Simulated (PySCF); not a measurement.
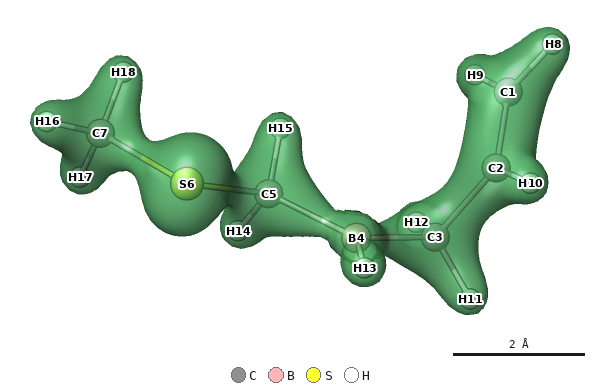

C5H11BS. Isosurface of the electron density at 1 e/Å³ (green), seen at a tilt.

Geometry: GFN2-xTB.

Theory: wB97X-D/def2-SVPD, SCF density, gas phase in PySCF 2.14.0.

The calculation's input:

```
{"job": {"kind": "uv", "xc": "wB97X-D", "basis": "def2-SVPD", "nstates": 8, "ntriplets": 3}, "charge": 0, "multiplicity": 1}
C     -2.733225     0.832835     0.795093
C     -2.562382     0.109283    -0.296286
C     -1.657816    -1.088119    -0.387974
B     -0.426644    -0.627797    -1.266743
C      0.926226    -0.294200    -0.541220
S      2.211589     0.463562    -1.605293
C      3.538164     0.614942    -0.370754
H     -3.389932     1.685914     0.815755
H     -2.232839     0.593634     1.719628
H     -3.073822     0.375271    -1.211455
H     -2.214967    -1.895717    -0.867120
H     -1.385626    -1.408985     0.618235
H     -0.540122    -0.492422    -2.422871
H      1.368517    -1.202225    -0.121897
H      0.761885     0.391325     0.293999
H      4.379766     1.086694    -0.866721
H      3.823402    -0.372470    -0.016299
H      3.199067     1.234795     0.455505
```

Command:

```sh
OMP_NUM_THREADS=1 python probes_run.py task.json out
```

Question: How is the density connected at this value?

Answer: At this value the surface is in one piece. It bridges the sampled C–C (1.32 Å), C–B (1.57 Å), C–S (1.82 Å) and C–H (1.08 Å) contacts, where the density stays above the isovalue. On the grid the lowest density along these lines, outside the cores, is 2.3 e/Å³ (C–C, 1.32 Å), 1.2 e/Å³ (C–B, 1.57 Å), 1.2 e/Å³ (C–S, 1.82 Å) and 1.9 e/Å³ (C–H, 1.08 Å).
